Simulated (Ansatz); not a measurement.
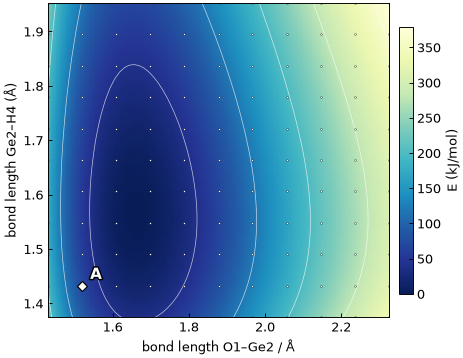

FGeH₂O, SMILES [O-][GeH2][F], charge −1. 
- First axis: bond length O1–Ge2. Second axis: bond length Ge2–H4.
- Nothing is relaxed (all other coordinates rigid).
- Grid: 11 × 11 points.
- Energies are in kJ/mol, from the relaxed molecule at the same level.
- These are results of RHF/def2-SVPD in Ansatz, not measurements.

Drawn: a smooth colour map with a few white contour lines, dots at the grid points, the point A. Between grid points the surface is interpolated.

Which way does the force act at A, and how strong is it?

A, at bond length O1–Ge2 = 1.519 Å, bond length Ge2–H4 = 1.432 Å, is not a stationary point. The computed force is 920 kJ/mol for each Å towards larger values of bond length O1–Ge2 and 280 kJ/mol for each Å towards larger values of bond length Ge2–H4.
